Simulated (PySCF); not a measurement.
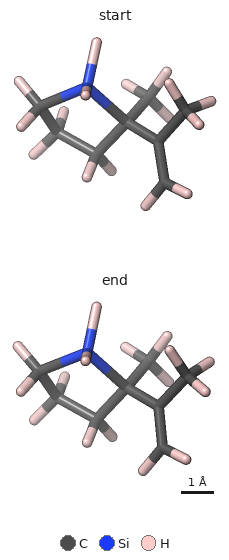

The structure of C$_{8}$H$_{16}$Si before (top) and after (bottom) a relaxation, at one scale.

The picture is a stick view, seen at a tilt.

The start comes from GFN2-xTB. Its atoms were then displaced at random by about 0.01 Å.

These are results of PBE0-D3(BJ)/def2-SVP geometry optimisation, gas phase in PySCF 2.14.0, density-fitted response routines, not measurements. 

Summarise the run.

After 7 geometry steps the energy has fallen by 21.4 kJ/mol. The atom that moves furthest after the best rigid fit is an H atom (0.23 Å). By element the largest moves are H 0.23 Å, C 0.10 Å, Si 0.04 Å. Near-neighbour distances that change, for instance: H–Si 1.449 → 1.497 Å, C–C 1.468 → 1.512 Å, C–H 1.056 → 1.094 Å, C–H 1.071 → 1.104 Å. Among the angles between lasting bonds that change: C–C–H 109.4° → 112.5°, Si–C–H 110.8° → 108.2°, H–C–H 109.1° → 106.6°.
